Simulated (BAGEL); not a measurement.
# GeH2Cl2 (GeCl2H2) at HF/aug-cc-pVDZ (density fitting with qzvpp-jkfit)

What is the vertical ionisation energy of GeH2Cl2 (GeCl2H2) at HF/aug-cc-pVDZ (density fitting with qzvpp-jkfit)? 

Program for the calculation: BAGEL 1.2.2.

7 further runs of the same task are left out: 4 that didn't finish, 3 set aside as unsound or not needed. Runs told in other sessions of the task aren't counted.

### Step 1. Starting point

GeH2Cl2 has 5 atoms, charge 0, and is taken as a singlet. As SMILES, `[H][Ge]([H])([Cl])[Cl]`. The shape comes from GFN2-xTB, which is rough for such elements, and wasn't checked as a minimum.

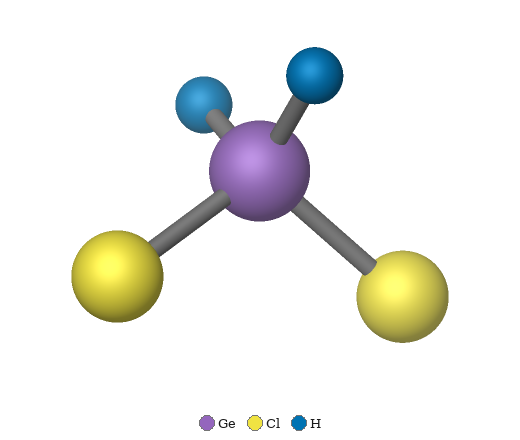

Viewed from a chosen angle; germanium purple, chlorine yellow, hydrogen blue.

### Step 2. The energy at HF/aug-cc-pVDZ (density fitting with qzvpp-jkfit)

Contents of input.json:

```json
{ "bagel": [

{
  "title": "molecule",
  "basis": "aug-cc-pvdz.json",
  "df_basis": "qzvpp-jkfit",
  "angstrom": "true",
  "geometry": [
    { "atom": "Ge", "xyz": [   -0.121530,    0.000260,   -0.085600 ] },
    { "atom": "Cl", "xyz": [   -0.089600,   -0.019950,    2.010860 ] },
    { "atom": "Cl", "xyz": [    1.860500,    0.013760,   -0.772650 ] },
    { "atom": "H", "xyz": [   -0.829210,    1.249870,   -0.563110 ] },
    { "atom": "H", "xyz": [   -0.820160,   -1.243940,   -0.589510 ] }
  ]
},
{
  "title": "hf"
},
{
  "title": "print",
  "file": "orbitals.molden",
  "orbitals": "true"
}

]}
```

The basis set aug-cc-pVDZ is read from a file made from the Basis Set Exchange's data (not shown).

Run with:

```console
BAGEL_NUM_THREADS=1 BAGEL input.json > input.out
```

The log of the run:

```text
* using 1 threads per process

  ===============================================================
  ===============================================================

  *** Geometry ***

  { "atom" : "Ge", "xyz" : [     -0.229658,      0.000491,     -0.161761 ] },
  { "atom" : "Cl", "xyz" : [     -0.169319,     -0.037700,      3.799975 ] },
  { "atom" : "Cl", "xyz" : [      3.515835,      0.026003,     -1.460097 ] },
  { "atom" : "H", "xyz" : [     -1.566980,      2.361912,     -1.064124 ] },
  { "atom" : "H", "xyz" : [     -1.549878,     -2.350706,     -1.114012 ] },

  Number of auxiliary basis functions:      558

  Since a DF basis is specified, we compute 2- and 3-index integrals:
    o Being stored without compression. Storage requirement is 0.052 GB

  Number of basis functions:      108
  Number of electrons      :       68

    * METHOD: MOLECULE                             0.39

  *** RHF ***

  === Nuclear Repulsion ===
   354.2384144960

      * DIIS with orbital gradients will be used.

  === RHF iteration (aug-cc-pvdz.json) ===
      0      -2995.46178710          0.01037997           0.15
      1      -2995.57174768          0.00528511           0.14
      2      -2995.59471101          0.00088186           0.14
      3      -2995.59558086          0.00018293           0.15
      4      -2995.59561833          0.00005268           0.14
      5      -2995.59562240          0.00001397           0.14
      6      -2995.59562270          0.00000317           0.14
      7      -2995.59562271          0.00000093           0.13
      8      -2995.59562271          0.00000025           0.13
      9      -2995.59562271          0.00000009           0.13
     10      -2995.59562271          0.00000002           0.13
     11      -2995.59562271          0.00000001           0.15
    * SCF iteration converged.

    * Permanent dipole moment:
           (    0.604978,    -0.001722,     0.423465) a.u.

    * METHOD: HF                                   1.97

    * METHOD: PRINT                                0.02

  ===============================================================
```

Run time: 2.5 s. Hardware: 1 thread of Intel Xeon at 2.60GHz (Ice Lake), shared host; peak memory 0.19 GiB.

### Step 3. The doublet cation, same level

Contents of input.json:

```json
{ "bagel" : [

{
  "title" : "molecule",
  "basis" : "aug-cc-pvdz.json",
  "df_basis" : "qzvpp-jkfit",
  "angstrom" : "true",
  "geometry" : [
    { "atom" : "Ge", "xyz" : [      -0.121530,       0.000260,      -0.085600 ] },
    { "atom" : "Cl", "xyz" : [      -0.089600,      -0.019950,       2.010860 ] },
    { "atom" : "Cl", "xyz" : [       1.860500,       0.013760,      -0.772650 ] },
    { "atom" : "H", "xyz" : [      -0.829210,       1.249870,      -0.563110 ] },
    { "atom" : "H", "xyz" : [      -0.820160,      -1.243940,      -0.589510 ] }
  ]
},

{ "title" : "uhf", "charge" : 1, "nopen" : 1 },

{ "title" : "print", "file" : "orbitals.molden", "orbitals" : "true" }

]}
```

The basis set aug-cc-pVDZ is read from a file made from the Basis Set Exchange's data (not shown).

Run with:

```console
BAGEL_NUM_THREADS=1 BAGEL input.json > input.out
```

The log of the run:

```text
* using 1 threads per process

  ===============================================================
  ===============================================================

  *** Geometry ***

  { "atom" : "Ge", "xyz" : [     -0.229658,      0.000491,     -0.161761 ] },
  { "atom" : "Cl", "xyz" : [     -0.169319,     -0.037700,      3.799975 ] },
  { "atom" : "Cl", "xyz" : [      3.515835,      0.026003,     -1.460097 ] },
  { "atom" : "H", "xyz" : [     -1.566980,      2.361912,     -1.064124 ] },
  { "atom" : "H", "xyz" : [     -1.549878,     -2.350706,     -1.114012 ] },

  Number of auxiliary basis functions:      558

  Since a DF basis is specified, we compute 2- and 3-index integrals:
    o Being stored without compression. Storage requirement is 0.052 GB

  Number of basis functions:      108
  Number of electrons      :       68

    * METHOD: MOLECULE                             0.40

  *** Open-shell HF ***

  === Nuclear Repulsion ===
   354.2384144960

      * DIIS with orbital gradients will be used.

  === UHF iteration (aug-cc-pvdz.json) ===
      0      -2994.94944585          0.02918694           0.28
      1      -2995.09722607          0.01815618           0.27
      2      -2995.14606534          0.00994382           0.27
      3      -2995.16809608          0.00086536           0.27
      4      -2995.16911649          0.00043143           0.27
      5      -2995.16940847          0.00031488           0.30
      6      -2995.16971355          0.00021311           0.27
      7      -2995.16989894          0.00013147           0.28
      8      -2995.17004154          0.00005533           0.27
      9      -2995.17007348          0.00004556           0.27
     10      -2995.17008104          0.00005038           0.29
     11      -2995.17007243          0.00003763           0.27
     12      -2995.17007340          0.00001756           0.27
     13      -2995.17007547          0.00000804           0.27
     14      -2995.17007574          0.00000219           0.27
     15      -2995.17007576          0.00000095           0.27
     16      -2995.17007577          0.00000071           0.27
     17      -2995.17007577          0.00000061           0.28
     18      -2995.17007578          0.00000062           0.28
     19      -2995.17007577          0.00000059           0.27
     20      -2995.17007577          0.00000053           0.27
     21      -2995.17007577          0.00000047           0.27
     22      -2995.17007578          0.00000041           0.27
     23      -2995.17007578          0.00000039           0.28
     24      -2995.17007578          0.00000035           0.27
     25      -2995.17007578          0.00000030           0.27
     26      -2995.17007578          0.00000031           0.27
     27      -2995.17007578          0.00000028           0.27
     28      -2995.17007578          0.00000029           0.28
     29      -2995.17007578          0.00000030           0.28
     30      -2995.17007578          0.00000030           0.28
     31      -2995.17007578          0.00000028           0.30
     32      -2995.17007578          0.00000024           0.28
     33      -2995.17007578          0.00000024           0.27
     34      -2995.17007578          0.00000024           0.27
     35      -2995.17007578          0.00000022           0.27
     36      -2995.17007578          0.00000018           0.27
     37      -2995.17007578          0.00000014           0.27
     38      -2995.17007578          0.00000011           0.27
     39      -2995.17007578          0.00000007           0.27
     40      -2995.17007578          0.00000007           0.27
     41      -2995.17007578          0.00000004           0.27
     42      -2995.17007578          0.00000002           0.27
     43      -2995.17007578          0.00000002           0.27
     44      -2995.17007578          0.00000001           0.27
     45      -2995.17007578          0.00000001           0.27
    * SCF iteration converged.

    * S^2 (UHF) is 0.7921

    * Permanent dipole moment:
           (    0.766478,    -0.003834,     0.537604) a.u.

    * METHOD: UHF                                 12.93

    * METHOD: PRINT                                0.02

  ===============================================================
```

Run time: 14 s. Hardware: 1 thread of Intel Xeon at 2.60GHz (Ice Lake), shared host; peak memory 0.19 GiB.

### Step 4. Summary of results

Level: HF/aug-cc-pVDZ (density fitting with qzvpp-jkfit).

| quantity | value |
| --- | --- |
| singlet GeH2Cl2: total energy | -2995.59562 Eh |
| singlet GeH2Cl2: dipole moment | 1.88 D |
| singlet GeH2Cl2: HOMO energy | -12.24 eV |
| singlet GeH2Cl2: LUMO energy | 1.10 eV |
| singlet GeH2Cl2: HOMO–LUMO gap | 13.34 eV |
| doublet cation: total energy | -2995.17008 Eh |
| doublet cation: ⟨S²⟩ | 0.792 |
| vertical ionisation energy (to the doublet cation) | 11.580 eV |

In words: Removing an electron at fixed nuclei costs 11.58 eV (267 kcal/mol). −ε(HOMO) before ionisation, 12.24 eV, is 0.66 eV above this ionisation energy.
